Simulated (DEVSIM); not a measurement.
Device: Ni/SiO2/p-Ge capacitor, at 300 K.

```csv
layer (left to right),material,thickness (nm),Na (cm⁻³)
1,SiO2,33.0,-
2,Ge,18000,2.2e14
```

Metal gate on the left, work function 5.1 eV. Fixed charge at the semiconductor interface 6.1e11 cm⁻² (in units of +e); no interface traps.

This is a model device: material constants are rounded textbook-type values typed into the input, and sizes, dopings and lifetimes were drawn at random. Values at 300 K.

```
parameter      SiO2       Ge
-------------  ----  -------
gap (eV)          9    0.664
affinity (eV)   0.9        4
permittivity    3.9       16
Nc (cm⁻³)         -  1.04e19
Nv (cm⁻³)         -     6e18
```

Model (solved in DEVSIM): 1D Poisson equation in equilibrium, Boltzmann statistics, complete ionisation; no quantum confinement or tunnelling. Metal contacts follow the ideal Schottky-Mott rule: no Fermi-level pinning, no interface dipoles.

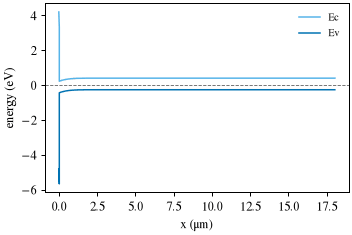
Figure. Band edges at 0.0 V on the gate

Energies count from the Fermi level of the right contact; mesh points crowd at the junctions.

| x (μm) | Ec (eV) | Ev (eV) | n (cm⁻³) | p (cm⁻³) | field (V/cm) |
|---|---|---|---|---|---|
| 0.000 | 4.200 | -4.800 | < 1e2 | < 1e2 | -270000 |
| 0.001965 | 4.148 | -4.852 | < 1e2 | < 1e2 | -270000 |
| 0.007281 | 4.007 | -4.993 | < 1e2 | < 1e2 | -270000 |
| 0.01955 | 3.681 | -5.319 | < 1e2 | < 1e2 | -270000 |
| 0.03021 | 3.398 | -5.602 | < 1e2 | < 1e2 | -270000 |
| 0.03268 | 3.332 | -5.668 | < 1e2 | < 1e2 | -270000 |
| 0.03437 | 0.224 | -0.440 | 1.8e15 | 2.5e11 | 4200 |
| 0.04166 | 0.227 | -0.437 | 1.6e15 | 2.8e11 | 4100 |
| 0.05992 | 0.234 | -0.430 | 1.2e15 | 3.6e11 | 3700 |
| 0.1095 | 0.251 | -0.413 | 6.2e14 | 7.0e11 | 3100 |
| 0.2538 | 0.289 | -0.375 | 1.4e14 | 3.0e12 | 2300 |
| 0.8932 | 0.376 | -0.288 | 5.1e12 | 8.6e13 | 670 |
| 2.495 | 0.400 | -0.264 | 2.0e12 | 2.2e14 | ≈ 0 |
| 6.842 | 0.400 | -0.264 | 2.0e12 | 2.2e14 | ≈ 0 |
| 14.99 | 0.400 | -0.264 | 2.0e12 | 2.2e14 | ≈ 0 |
| 16.93 | 0.400 | -0.264 | 2.0e12 | 2.2e14 | ≈ 0 |
| 17.65 | 0.400 | -0.264 | 2.0e12 | 2.2e14 | ≈ 0 |
| 17.89 | 0.400 | -0.264 | 2.0e12 | 2.2e14 | ≈ 0 |
| 18.00 | 0.400 | -0.264 | 2.0e12 | 2.2e14 | ≈ 0 |
| 18.02 | 0.400 | -0.264 | 2.0e12 | 2.2e14 | ≈ 0 |
| 18.03 | 0.400 | -0.264 | 2.0e12 | 2.2e14 | ≈ 0 |
| 18.03 | 0.400 | -0.264 | 2.0e12 | 2.2e14 | ≈ 0 |
